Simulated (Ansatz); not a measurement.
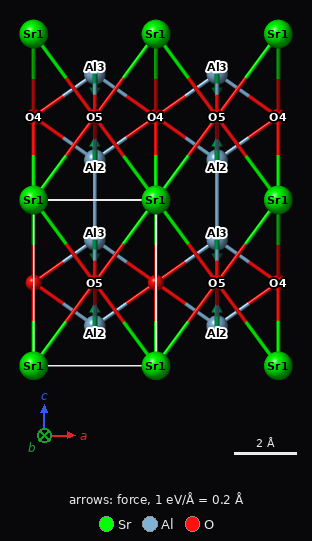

Starting geometry of a crystal of SrAl$_{2}$O$_{2}$ (a generated structure, set up in P4/mmm) (coarse preliminary run) with the computed forces as green arrows. A ball-and-stick model of the cell of the calculation, repeated 2 × 1 × 2 with one cell outlined, seen along the b axis.

Method: DFT PBE, scalar-relativistic, plane waves, PAW in Ansatz.

Input
```yaml
crystal:
  lattice:
    - [4.00865244, 0.0, 0.0]
    - [0.0, 4.00865244, 0.0]
    - [0.0, 0.0, 5.437619]
  atoms:
    - { symbol: Sr, position: [0.0, 0.0, 0.0] }
    - { symbol: Al, position: [0.5, 0.5, 0.23999999] }
    - { symbol: Al, position: [0.5, 0.5, 0.76000001] }
    - { symbol: O, position: [0.0, 0.5, 0.5] }
    - { symbol: O, position: [0.5, 0.0, 0.5] }
basis:
  ecutwfc: 420
kpoints:
  mp_grid: { grid: [4, 4, 4] }
hamiltonian:
  xc: pbe
scf:
  occupations: { method: gaussian, width: 0.1 }
  lower_state_search: "off"
output:
  forces: true
  stress: true
  eigenvalues: true
relax:
  adjacent_minimum: "off"
  f_tol: 0.04
  max_steps: 70
  cell: { stress_tol: 0.4 }
```

Run as
```bash
ansatz run input.yaml --threads 1 --pin off --max-ram 2560MiB --backend cpu --events-out ev --progress --plain --runs-dir out
```

What follows when this structure is relaxed?

It isn't relaxed: the largest force vector, on Al atoms, is 3.92 eV/Å. The atoms end up moving mostly along the starting forces (cosine between the two patterns 1.00). Over 6 accepted moves (7 points after the start) the energy falls by 313 meV per atom. Largest force component: 3.9 eV/Å at the start, 0.008 eV/Å at the end. The pressure goes from −7.81 to −0.11 GPa. At 1 point the geometry stayed and the basis and grid were re-selected for the new cell (energy shift of 0.6 meV per atom at most each time). The largest moves relative to the cell, 0.095 Å, are those of Al2 and Al3. Al3 goes along −c. O and Sr stay in place. The drawn cell changes as follows: a = b 4.009 → 4.087 Å (+1.9 %), c 5.438 → 4.710 Å (−13.4 %); the volume changes by −10.0 %. Among the contacts that change: Al2–Al3 2.828 → 2.259 Å, Sr1–O4 3.378 → 3.118 Å, Al2–Al3 (another image) 2.610 → 2.451 Å, Al2–O4 2.453 → 2.335 Å. New bonds form: Al2–Al3 (2.83 → 2.26 Å). The space group stays P4/mmm (No. 123). The run took 21 s on 1 thread of Intel(R) Xeon(R) Processor @ 2.70GHz, with other jobs on the host, peak memory 0.37 GiB.

Limits of the set-up: the k-point mesh is coarse for a cell with partly filled bands.
